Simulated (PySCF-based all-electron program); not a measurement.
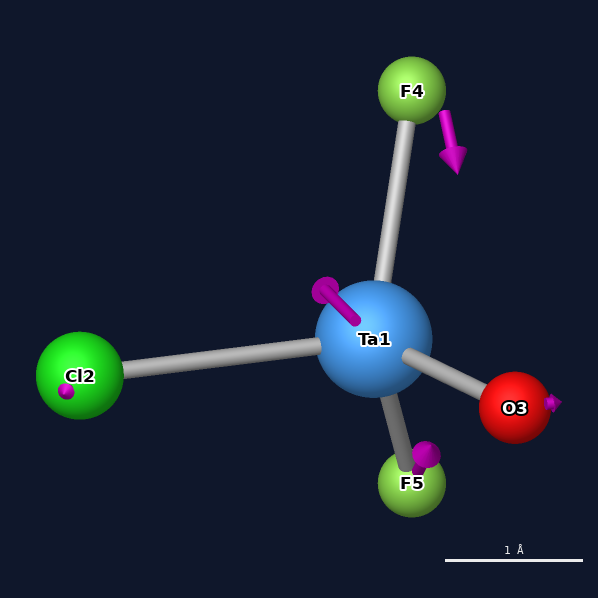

Arrows show the forces on the atoms, 1 Å of arrow for 1 eV/Å; forces under a tenth of the largest aren't drawn. Charge 0, singlet. Level of theory: PBE, all-electron, scalar-relativistic (Koelling-Harmon), large uncontracted Gaussian sets (PySCF-based all-electron program).

> On which atom is the force largest, and how large is it?

On Ta1: 0.83 eV/Å.

List the force components in the frame of the picture (x right, y up, z towards the viewer), in eV/Å.

| atom | Fx | Fy | Fz |
| --- | --- | --- | --- |
| Ta1 | −0.29 | 0.29 | −0.73 |
| Cl2 | −0.03 | −0.04 | 0.10 |
| O3 | 0.12 | 0.01 | −0.04 |
| F4 | 0.10 | −0.46 | 0.20 |
| F5 | 0.10 | 0.19 | 0.46 |
